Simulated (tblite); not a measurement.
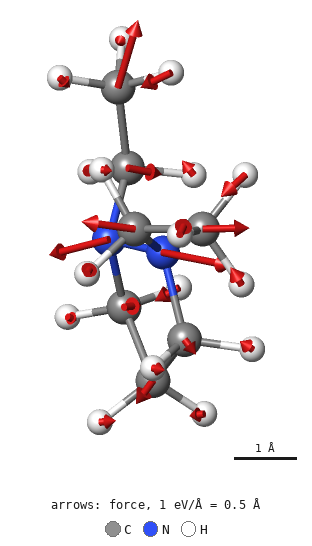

Starting geometry of C7H16N2 with the computed forces as red arrows. A ball-and-stick model, seen from a free direction.

These are results of GFN2-xTB geometry optimisation, gas phase (tblite), not measurements. 

Is this structure relaxed? If not, where do the atoms go?

Answer. It isn't relaxed: the largest force vector, on an N atom, is 3.23 eV/Å. The final displacements have little in common with the starting forces (cosine between the two patterns 0.04). The largest move after the best rigid fit is that of an H atom, 1.88 Å. By element the largest moves are H 1.88 Å, C 0.79 Å, N 0.18 Å. Some distances before and after: C–C 1.476 → 1.522 Å, C–H 1.126 → 1.086 Å, C–C 1.508 → 1.544 Å, N–N 1.385 → 1.420 Å. Among the angles between lasting bonds that change: C–N–C 103.1° → 113.9°, C–N–C 106.4° → 114.4°, C–C–H 105.3° → 113.1°. Groups turn about C–N by about 65°, N–N by about 50°, C–C by about 45°. Over 203 geometry steps the energy falls by 24.6 kcal/mol.
